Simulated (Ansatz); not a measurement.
Nudged elastic band, with input and output: C3H7FSSi (part 2 of 2)

Continued. System: C3H7FSSi. Method: RKS B3LYP-D4/def2-SVP (Ansatz 0.2.0). It belongs to a series of runs on one base structure; here: band between the two ends.

Geometry of the input (Å):
```
C  -0.8871  1.3317  1.0281
C  0.1881  0.3232  1.2534
F  0.8128  0.5474  2.4280
C  0.5890  -0.7057  0.4930
Si -0.0622  -1.2189  -1.1677
S  1.4481  -1.0130  -2.7067
H  -1.4058  1.1764  0.0747
H  -0.4556  2.3461  1.0449
H  -1.6224  1.2817  1.8482
H  1.4242  -1.2877  0.9016
H  -0.3717  -2.6748  -1.1914
H  -1.2924  -0.4478  -1.5058
H  1.6554  0.3068  -2.4854
```

### Output, continued
```
NEB iter  44: max|band force component| = 1.660e-1 eV/Å  barrier→ = 2.7025 eV  barrier← = 2.7292 eV  CI = image 4  Δτ_max = 0.0077 Å  (134 SCF iters)
NEB iter  45: max|band force component| = 1.540e-1 eV/Å  barrier→ = 2.7021 eV  barrier← = 2.7289 eV  CI = image 4  Δτ_max = 0.0155 Å  (119 SCF iters)
NEB iter  46: max|band force component| = 1.285e-1 eV/Å  barrier→ = 2.7014 eV  barrier← = 2.7282 eV  CI = image 4  Δτ_max = 0.0309 Å  (130 SCF iters)
NEB iter  47: max|band force component| = 5.956e-2 eV/Å  barrier→ = 2.7001 eV  barrier← = 2.7268 eV  CI = image 4  Δτ_max = 0.0389 Å  (144 SCF iters)
NEB iter  48: max|band force component| = 5.731e-2 eV/Å  barrier→ = 2.6990 eV  barrier← = 2.7257 eV  CI = image 4  Δτ_max = 0.0195 Å  (149 SCF iters)
NEB iter  49: max|band force component| = 6.000e-2 eV/Å  barrier→ = 2.6980 eV  barrier← = 2.7247 eV  CI = image 4  Δτ_max = 0.0195 Å  (144 SCF iters)
NEB iter  50: max|band force component| = 1.024e-1 eV/Å  barrier→ = 2.6962 eV  barrier← = 2.7230 eV  CI = image 4  Δτ_max = 0.0097 Å  (142 SCF iters)
NEB iter  51: max|band force component| = 1.215e-1 eV/Å  barrier→ = 2.6954 eV  barrier← = 2.7221 eV  CI = image 4  Δτ_max = 0.0195 Å  (123 SCF iters)
NEB iter  52: max|band force component| = 8.952e-2 eV/Å  barrier→ = 2.6967 eV  barrier← = 2.7234 eV  CI = image 4  Δτ_max = 0.0195 Å  (136 SCF iters)
the calculation of the forces begins
reference -24646.08887417 eV, -905.7270604067 hartree; 32, 32 occupied and 95, 95 virtual orbitals, 1373 factors
1372 factors; integrals over basis functions are off by at most 9.2e-4 eV
mean field evaluation 1984: about -24643.4258 eV, gradient 2.8e-2 eV
mean field -24643.42581204 eV, -905.6291946786 hartree, gradient 2.0e-5 eV, S^2 0.000000; 1 other end points of the search recorded, 0 dependent functions left out
the calculation of the forces begins
reference -24643.42609274 eV, -905.6292049941 hartree; 32, 32 occupied and 95, 95 virtual orbitals, 1372 factors
NEB iter  53: max|band force component| = 4.929e-2 eV/Å  barrier→ = 2.6961 eV  barrier← = 2.7229 eV  CI = image 4  Δτ_max = 0.0000 Å  (275 SCF iters)
```

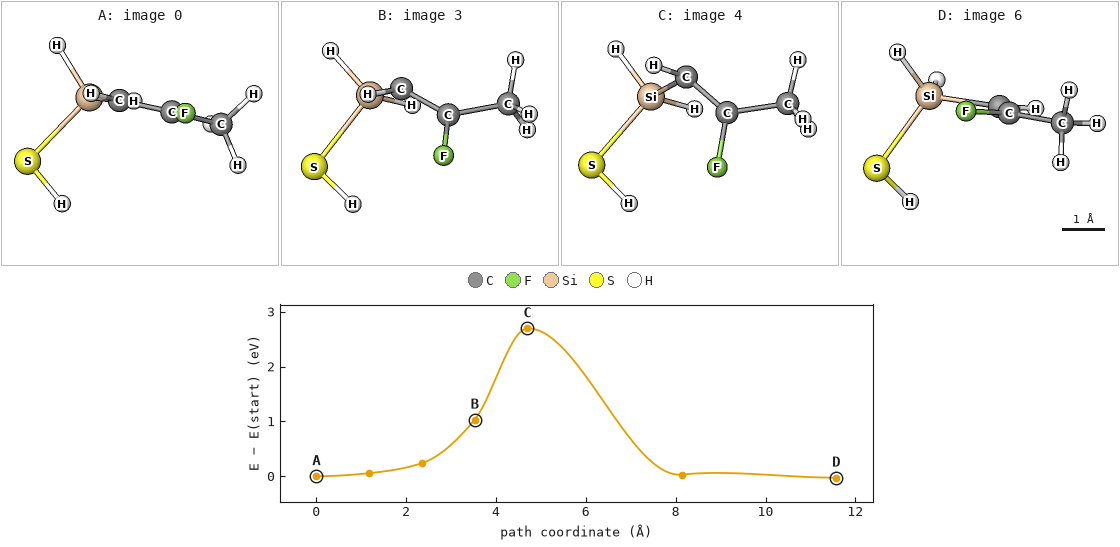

**Figure 1.** Images of the last band (counted from 0; ball-and-stick, seen at a tilt) above the energy along the path; the line is a cubic interpolation that uses the forces. The highest image is number 4, 2.696 eV above the start and 2.723 eV above the end (the climbing image); the end lies 0.027 eV below the start. The path is 11.57 Å long. The band converged in 53 iterations.

```
Total energy: -24643.93002808 eV, -905.6477242763 hartree
Atom 0 at    -0.887255     1.499621     1.328247 Å, force     0.011053    -0.008163     0.037771 eV/Å
Atom 1 at     0.019744     0.425855     0.843840 Å, force    -0.005540     0.004709    -0.030183 eV/Å
Atom 2 at     1.251627     0.983972     0.656583 Å, force     0.013654     0.000801     0.006404 eV/Å
Atom 3 at    -0.264474    -0.863365     0.516263 Å, force    -0.022751     0.002975     0.052949 eV/Å
Atom 4 at    -0.030104    -1.260141    -1.279986 Å, force     0.019146     0.023589    -0.020421 eV/Å
Atom 5 at     1.995074    -1.486188    -2.071492 Å, force    -0.007388    -0.007260     0.005557 eV/Å
Atom 6 at    -1.878360     1.100857     1.562698 Å, force    -0.003900     0.002999    -0.004456 eV/Å
Atom 7 at    -0.963935     2.278132     0.547446 Å, force    -0.010709    -0.012497    -0.018042 eV/Å
Atom 8 at    -0.437831     1.996803     2.205437 Å, force    -0.001937     0.012850    -0.014089 eV/Å
Atom 9 at     0.195951    -1.685597     1.083022 Å, force     0.012675    -0.019867    -0.018334 eV/Å
Atom 10 at    -0.621194    -2.601832    -1.530336 Å, force     0.001182     0.001108    -0.002730 eV/Å
Atom 11 at    -0.729890    -0.203690    -2.068255 Å, force    -0.000808     0.002346     0.003595 eV/Å
Atom 12 at     2.371045    -0.219126    -1.778669 Å, force    -0.004678    -0.003590     0.001980 eV/Å
Dipole moment:    -0.229073     0.655661     0.517445 e Å
this run last wrote the band of iteration 53 to [file]
```

### The last band as extended XYZ (Å, eV, eV/Å)
```
13
Properties=species:S:1:pos:R:3:forces:R:3 image=0 energy=-24646.62589
C    -0.8871    1.3317    1.0281   -0.0073  -0.0068  -0.0023
C     0.1881    0.3232    1.2534    0.0076   0.0030  -0.0093
F     0.8128    0.5474    2.4280   -0.0006  -0.0035   0.0027
C     0.5890   -0.7057    0.4930    0.0008   0.0115   0.0140
Si   -0.0622   -1.2189   -1.1677   -0.0030  -0.0163  -0.0032
S     1.4481   -1.0130   -2.7067   -0.0050   0.0112   0.0045
H    -1.4058    1.1764    0.0747    0.0030  -0.0024   0.0027
H    -0.4556    2.3461    1.0449    0.0026   0.0040   0.0012
H    -1.6224    1.2817    1.8482   -0.0027   0.0040   0.0017
H     1.4242   -1.2877    0.9016   -0.0021  -0.0027  -0.0051
H    -0.3717   -2.6748   -1.1914   -0.0004   0.0009   0.0004
H    -1.2924   -0.4478   -1.5058    0.0046   0.0016  -0.0035
H     1.6554    0.3068   -2.4854    0.0027  -0.0045  -0.0039
13
Properties=species:S:1:pos:R:3:forces:R:3 image=1 energy=-24646.57034
C    -0.9920    1.2723    1.0837    0.0005   0.0012  -0.0060
C     0.1801    0.3531    1.2195    0.0041  -0.0035   0.0098
F     0.9101    0.6594    2.3119   -0.0103  -0.0051   0.0138
C     0.5820   -0.6624    0.4422    0.0125   0.0051   0.0055
Si   -0.0793   -1.1665   -1.2175    0.0041   0.0003   0.0062
S     1.5593   -1.1264   -2.6353   -0.0179  -0.0009  -0.0114
H    -1.8088    0.8149    0.5127    0.0127   0.0078  -0.0559
H    -0.7035    2.2129    0.5848    0.0300   0.0175   0.0199
H    -1.3584    1.5355    2.0871   -0.0324  -0.0285  -0.0002
H     1.4897   -1.1766    0.7800    0.0111   0.0047   0.0062
H    -0.5465   -2.5798   -1.2645   -0.0006   0.0009   0.0174
H    -1.2006   -0.2736   -1.6289   -0.0038  -0.0009   0.0181
H     1.9881    0.1023   -2.2611   -0.0101   0.0013  -0.0233
13
Properties=species:S:1:pos:R:3:forces:R:3 image=2 energy=-24646.38778
C    -0.9903    1.3498    1.1317    0.0151  -0.0187  -0.0254
C     0.1782    0.4069    1.1260    0.0224  -0.0124   0.0546
F     1.0807    0.7645    2.0648   -0.0547  -0.0693   0.2192
C     0.4367   -0.7013    0.4159    0.0817   0.0520  -0.0260
Si   -0.1333   -1.2309   -1.2658    0.0019   0.0213   0.0145
S     1.6776   -1.2280   -2.4652   -0.0598   0.0023  -0.0773
H    -1.9424    0.8023    1.1863   -0.0026  -0.0024  -0.0918
H    -1.0237    2.0143    0.2541    0.0580  -0.0541  -0.0806
H    -0.9023    1.9822    2.0263   -0.0621   0.0172  -0.0304
H     1.3426   -1.2267    0.7410    0.0972   0.0440  -0.0233
H    -0.6051   -2.6405   -1.3581   -0.0371   0.0285   0.0469
H    -1.1768   -0.3182   -1.8125   -0.0446   0.0148   0.0521
H     2.0783   -0.0093   -2.0297   -0.0154  -0.0231  -0.0325
13
Properties=species:S:1:pos:R:3:forces:R:3 image=3 energy=-24645.59532
C    -0.9206    1.4606    1.2332   -0.0238   0.0124  -0.1367
C     0.1464    0.4613    0.9181    0.0807  -0.0031   0.0890
F     1.3443    0.9551    1.2972    0.1198  -0.1642   0.7394
C     0.1056   -0.8237    0.4935    0.2192   0.0694  -0.0700
Si   -0.2127   -1.3310   -1.2541   -0.1632  -0.0362  -0.0098
S     1.7493   -1.3715   -2.2218   -0.1482  -0.0229   0.0174
H    -1.8580    0.9658    1.5170   -0.0486   0.0127  -0.1964
H    -1.1105    2.2062    0.4468    0.0156   0.0149  -0.1450
H    -0.5420    2.0135    2.1108   -0.1265   0.0051  -0.0819
H     0.9797   -1.3916    0.8343    0.4620   0.2140  -0.2339
H    -0.6495   -2.7370   -1.4355   -0.1306  -0.0391  -0.0331
H    -1.0953   -0.3609   -1.9522   -0.1645  -0.0215   0.0201
H     2.0838   -0.0816   -1.9725   -0.0919  -0.0417   0.0409
13
Properties=species:S:1:pos:R:3:forces:R:3 image=4 energy=-24643.92975
C    -0.8873    1.4996    1.3282    0.0111  -0.0082   0.0378
C     0.0197    0.4259    0.8438   -0.0055   0.0047  -0.0302
F     1.2516    0.9840    0.6566    0.0137   0.0008   0.0064
C    -0.2645   -0.8634    0.5163   -0.0228   0.0030   0.0529
Si   -0.0301   -1.2601   -1.2800    0.0191   0.0236  -0.0204
S     1.9951   -1.4862   -2.0715   -0.0074  -0.0073   0.0056
H    -1.8784    1.1009    1.5627   -0.0039   0.0030  -0.0045
H    -0.9639    2.2781    0.5474   -0.0107  -0.0125  -0.0180
H    -0.4378    1.9968    2.2054   -0.0019   0.0129  -0.0141
H     0.1960   -1.6856    1.0830    0.0127  -0.0199  -0.0183
H    -0.6212   -2.6018   -1.5303    0.0012   0.0011  -0.0027
H    -0.7299   -0.2037   -2.0683   -0.0008   0.0023   0.0036
H     2.3710   -0.2191   -1.7787   -0.0047  -0.0036   0.0020
13
Properties=species:S:1:pos:R:3:forces:R:3 image=5 energy=-24646.59486
C    -0.6457    1.4945    1.6075   -0.0104   0.0058  -0.0168
C    -0.1090    0.6887    0.4717    0.0057  -0.0113   0.0170
F     1.1201    1.1231    0.1130    0.0059  -0.0096   0.0266
C    -0.6545   -0.3706   -0.1378    0.0085  -0.0183   0.0230
Si    0.1558   -1.5544   -1.3406   -0.0066   0.0123   0.0003
S     2.3115   -1.4359   -1.3918   -0.0111  -0.0088  -0.0183
H    -1.6657    1.1880    1.8720   -0.0093   0.0022  -0.0188
H    -0.6335    2.5715    1.3733   -0.0082  -0.0081  -0.0357
H     0.0048    1.3491    2.4880   -0.0173   0.0271  -0.0150
H    -1.6730   -0.6190    0.1861    0.0661  -0.0444   0.0385
H    -0.1090   -2.9445   -0.8685   -0.0251   0.0161  -0.0281
H    -0.4346   -1.4156   -2.7061   -0.0046   0.0502   0.0229
H     2.3531   -0.1095   -1.6519    0.0062  -0.0133   0.0044
13
Properties=species:S:1:pos:R:3:forces:R:3 image=6 energy=-24646.65263
C    -0.6874    1.5096    1.6427    0.0014   0.0031  -0.0014
C    -0.1246    0.3779    0.8534    0.0029  -0.0123   0.0112
F     0.9725   -0.1408    1.4457   -0.0008   0.0067  -0.0108
C    -0.5508   -0.1484   -0.3011   -0.0096   0.0030  -0.0021
Si    0.3023   -1.5601   -1.1738   -0.0048   0.0001   0.0024
S     2.2439   -1.0194   -1.9697   -0.0015   0.0024  -0.0081
H    -1.5905    1.9147    1.1688   -0.0002   0.0014  -0.0005
H     0.0624    2.3131    1.7372    0.0002   0.0002   0.0029
H    -0.9324    1.1757    2.6646   -0.0034  -0.0019   0.0005
H    -1.4427    0.3047   -0.7442    0.0053   0.0050   0.0007
H     0.6019   -2.6932   -0.2587    0.0050   0.0029   0.0005
H    -0.6040   -2.0205   -2.2648    0.0050  -0.0011  -0.0032
H     1.7698   -0.0478   -2.7854    0.0005  -0.0095   0.0077
```
